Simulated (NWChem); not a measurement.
**UPBE0/MINI run of SiH3O2 (SMILES [O][SiH2]O)**

Aim: the vertical ionisation energy of SiH3O2 at UPBE0/MINI, from 2 runs. 

The results are computed with NWChem 7.3.0.

## (1) The structure to begin with

SiH3O2: 6 atoms, total charge 0, spin state doublet. SMILES: `[O][SiH2]O`. The coordinates come from a PBE0-D4/def2-TZVP relaxation. This is one conformer, not always the lowest.

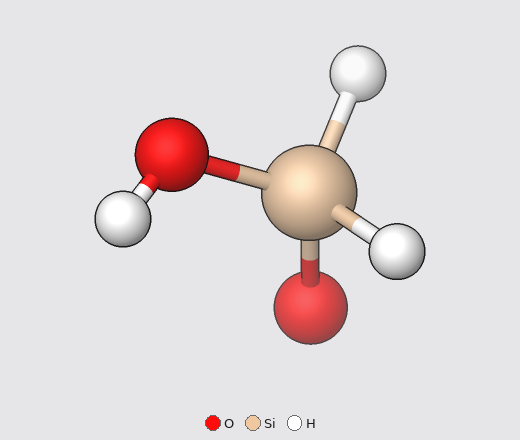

The structure, seen from a chosen angle (oxygen red, silicon light orange, hydrogen white).

## (2) The energy at UPBE0/MINI

Contents of input.nw:

```
start input
title "H3O2Si"
memory stack 880 mb heap 220 mb global 1100 mb
geometry units angstrom noautosym nocenter noautoz
   O     -1.671900    -0.490300     0.111200
   Si    -0.205500     0.160400    -0.263400
   O      0.949700     0.110200     0.888500
   H      0.117000    -0.700300    -1.441700
   H     -0.353500     1.594200    -0.594000
   H      1.206400    -0.738300     1.253100
end
basis spherical bse
   * library MINI
end
dft
   xc pbe0
   mult 2
   grid fine
   convergence energy 1e-08
   iterations 100
   mulliken
   print low
end
task dft energy
```

Command:

```console
nwchem input.nw > input.out
```

Log, shortened:

```text
[...]
 d= 0,ls=0.0,diis     1   -438.4992163093 -5.49D+02  1.13D-01  1.64D-01     0.4
[...]
 d= 0,ls=0.0,diis    15   -438.7574971445 -5.42D-09  5.23D-07  6.21D-12     4.4
[...]
         Total DFT energy =     -438.757497144483
      One electron energy =     -824.975997440183
           Coulomb energy =      314.276979567564
    Exchange-Corr. energy =      -38.793743418909
 Nuclear repulsion energy =      110.735264147044
[...]
      Total Density - Mulliken Population Analysis
     ---------------------------------------------
    Atom       Charge   Shell Charges
 -----------   ------   -------------------------------------------------------
    1 O    8     8.42   2.00  1.96  4.46
    2 Si  14    13.00   2.00  2.00  1.08  5.96  1.97
    3 O    8     8.72   2.00  1.84  4.89
    4 H    1     1.12   1.12
    5 H    1     1.11   1.11
    6 H    1     0.63   0.63
[...]
      <S2> =      0.7528 (Exact =     0.7500)
[...]
```

It took 5.1 s on 1 thread of AMD EPYC 7R43 (Zen 3), shared host; peak memory 0.11 GiB.

## (3) The singlet cation at the same level

Contents of m1.nw:

```
start m1
memory 2200 mb
charge 1

geometry noautosym nocenter noautoz
 O       -1.671900      -0.490300       0.111200
 Si      -0.205500       0.160400      -0.263400
 O        0.949700       0.110200       0.888500
 H        0.117000      -0.700300      -1.441700
 H       -0.353500       1.594200      -0.594000
 H        1.206400      -0.738300       1.253100
end

basis spherical bse
 * library MINI
end

dft
 xc pbe0
 grid fine
 convergence energy 1e-08
 iterations 100
 mulliken
 print low
end

task dft
```

Command:

```console
nwchem m1.nw > m1.out
```

Log, shortened:

```text
[...]
 d= 0,ls=0.0,diis     1   -437.7834282493 -5.49D+02  3.67D-01  1.76D+00     0.4
[...]
 d= 0,ls=0.5,diis    74   -438.2786657390 -7.12D-09  7.24D-06  6.95D-08    13.5
         Total DFT energy =     -438.278665745185
      One electron energy =     -814.732335888764
           Coulomb energy =      303.955548394443
    Exchange-Corr. energy =      -38.237142397908
 Nuclear repulsion energy =      110.735264147044
[...]
      Total Density - Mulliken Population Analysis
     ---------------------------------------------
    Atom       Charge   Shell Charges
 -----------   ------   -------------------------------------------------------
    1 O    8     8.20   2.00  1.99  4.22
    2 Si  14    12.88   2.00  2.00  1.09  5.96  1.84
    3 O    8     8.63   2.00  1.86  4.78
    4 H    1     0.85   0.85
    5 H    1     0.90   0.90
    6 H    1     0.54   0.54
[...]
```

It took 14 s on 1 thread of AMD EPYC 7R43 (Zen 3), shared host; peak memory 0.11 GiB.

## (4) What came out

At UPBE0/MINI:

| quantity | value |
| --- | --- |
| doublet SiH3O2: total energy | -438.75750 Eh |
| doublet SiH3O2: ⟨S²⟩ | 0.753 |
| singlet cation: total energy | -438.27867 Eh |
| vertical ionisation energy (to the singlet cation) | 13.030 eV |

In words: The vertical ionisation energy comes to 13.03 eV (300 kcal/mol). Only the singlet of the ionised species was computed; a triplet could lie lower. In a minimal basis such a difference can be off by several eV, whatever the method. Mulliken charges (singlet cation) run from -0.63 on O3 to +1.12 on Si2.
